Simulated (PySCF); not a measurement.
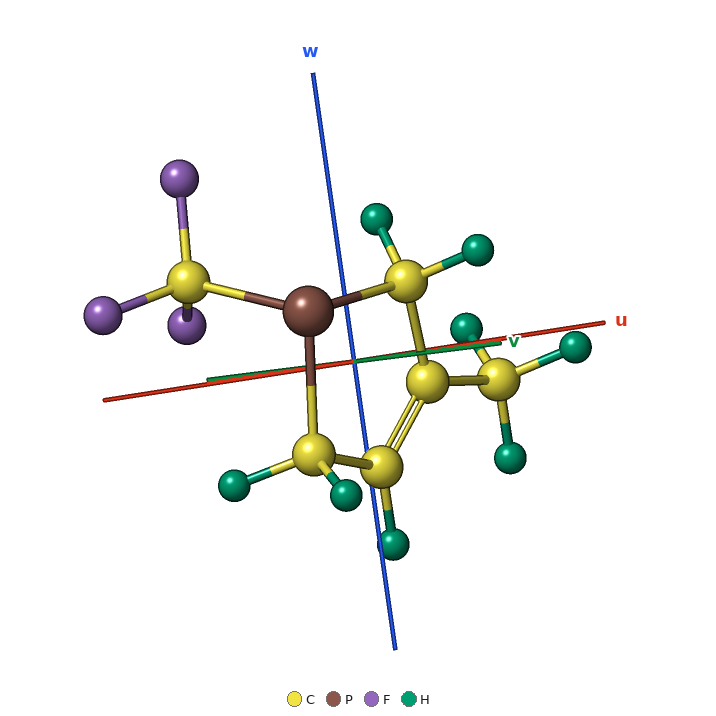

The lines u, v and w are the principal axes of the static dipole polarisability. Computed geometry: PBE0-D3(BJ)/def2-SVP optimisation. No frequency run is at hand to confirm it as a minimum. Level of theory: B3LYP/def2-SVPD (PySCF 2.14.0).

Along which axis is the molecule most polarisable, and along which least?

Most along u, least along v.

Give the three principal values.

u 109.8, v 80.9, w 98.0 bohr³; mean 96.2, anisotropy 25.2 bohr³.
